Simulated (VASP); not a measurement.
Band structure of HgI₂ (space group Cmc2_1). Method: PBEsol GGA, VASP's PBE PAW potentials (set 64) (plane waves; VASP 6.6.1).

The path is coarsely sampled, so an indirect gap can come out somewhat too large. Unless said otherwise, spin-orbit coupling is left out, though it shifts the bands of the heavy elements here.

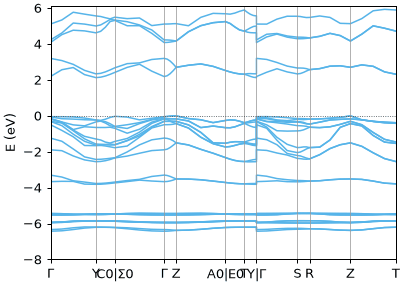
Fig. 1. Bands along high-symmetry lines, zero at the valence-band maximum or, without a gap, the Fermi level

**Question.** Read the plot: is there a gap, and where are the band edges?

**Answer.** The gap is indirect, 2.13 eV, from the valence maximum at Γ-Z at 0.75 to the conduction minimum at Y.

The structure comes from a computed database's HgI2 entry (Cmc2_1); how it stands against other phases isn't given here. The cell was not relaxed at this level. The k-mesh is coarse (spacing up to 0.45 per Å, 2π included), so the numbers may not be converged in it.
